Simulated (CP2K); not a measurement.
Consider hydroxyacetonitrile at its PBE geometry (Å).

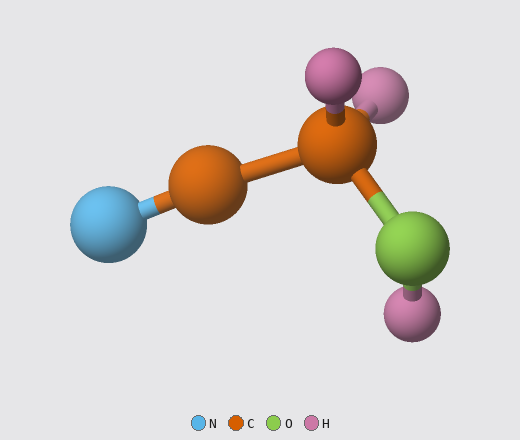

The molecule (nitrogen blue, carbon orange, oxygen green, hydrogen pink).

```xyz
7

N     2.1833   -0.5623    0.1229
C     1.1284   -0.0757    0.0548
C    -0.2459    0.4361   -0.0253
O    -1.1571   -0.5694   -0.4718
H    -0.2949    1.2471   -0.7643
H    -0.5309    0.8569    0.9548
H    -1.0829   -1.3326    0.1289
```

Method: CP2K XAS_TDP, all-electron GAPW, PBEh(45%), aug-cc-pVDZ, TDA, GW2X-corrected core level, no relativity.

Predict the bright core excitations at the C K edge.

Leading lines: C2 288.96 eV and C3 291.68 eV. The leading line of an atom is its first one with 35 % of the strongest within 2.5 eV of its lowest line over the strength cut. Core ionisation energies at this level: C2 294.25 and C3 295.56 eV.

The first six lines of each atom with a strength over 0.0015:

```
                       atom  energy (eV)  states  strength, one atom  above the computed threshold
     C2 (bonded to C and N)       288.96       1              0.0479                              
                                  289.27       1              0.0554                              
                                  292.82       1              0.0049                              
                                  293.68       1              0.0020                              
                                  294.27       1              0.0062                           yes
                                  294.49       1              0.0027                           yes
C3 (bonded to C, O and 2 H)       291.68       1              0.0227                              
                                  292.91       1              0.0111                              
                                  293.10       1              0.0031                              
                                  293.83       1              0.0145                              
                                  294.16       1              0.0249                              
                                  294.88       1              0.0215
```

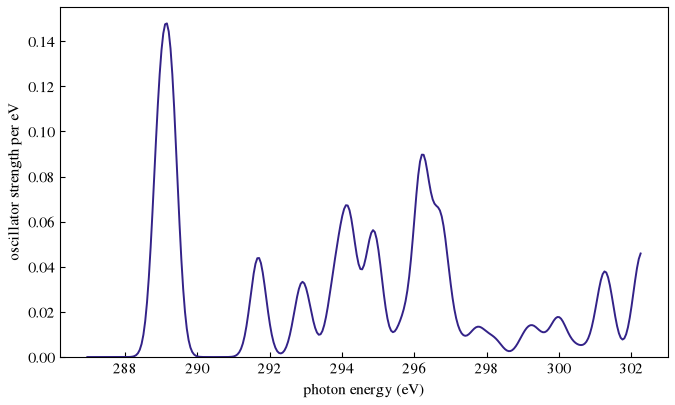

All atoms added, broadened by 0.5 eV.

Lines are vertical, at one geometry, with no vibrational structure. GW2X ionisation energies and lines can be off by 1 to 2 eV either way, and a good line position may hide errors that cancel. These values hold no scalar relativity, about 0.1 eV for C 1s. Rydberg lines, and the discretised continuum above threshold, depend on the basis and the box.

[Banner, clock and machine lines of the logs are left out without a mark of their own.]

[Logs are printed without paths, hosts, clocks, repeated set-up lines and the standing remarks that a program may print on its own settings, such as how far it seeks lower states.]

[Hosts, paths, dates, database ids (printed as entryN), source tags and the programs' standing remarks are cut or masked in the printed files.]
